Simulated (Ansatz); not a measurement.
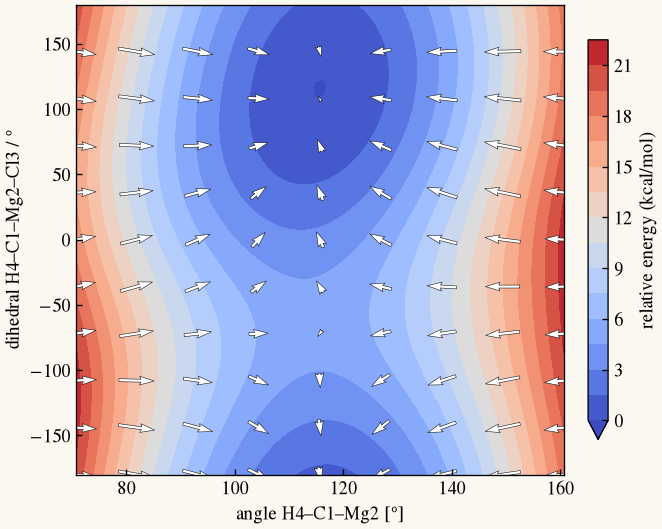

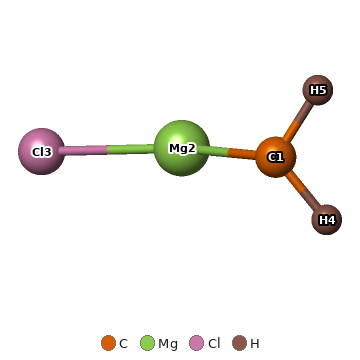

Energy landscape of CH₂ClMg, SMILES [CH2-][Mg][Cl], charge −1. The first coordinate is: angle H4–C1–Mg2; the second: dihedral H4–C1–Mg2–Cl3. Nothing is relaxed (all other coordinates rigid). The grid has 9 × 10 points. Points are written as (first, second). Energies: kcal/mol, counted from the lowest grid point. The restricted reference is unstable at some or all points, so the energies there are unreliable. Method: RHF-MP2, frozen core/def2-TZVPD in Ansatz 0.2.0.

Drawn: filled contours, arrows along the force (downhill), their lengths compressed. Between grid points the surface is interpolated. The second picture is the structure at the lowest point.

> Summarise what can be read from the map.

The lowest grid point is at (115.7°, 108°). It is the only kind of minimum in the scanned range. The highest grid point, (70.7°, −108°), lies 21.6 kcal/mol above the lowest. Round the minimum the valley is somewhat tilted: raising angle H4–C1–Mg2 shifts the best value of dihedral H4–C1–Mg2–Cl3 upwards (coupling k₁₂/√(k₁₁k₂₂) about −0.2).

The whole map (90 points run) took 11 min on 1 thread of Arm Neoverse V1, on a shared host.
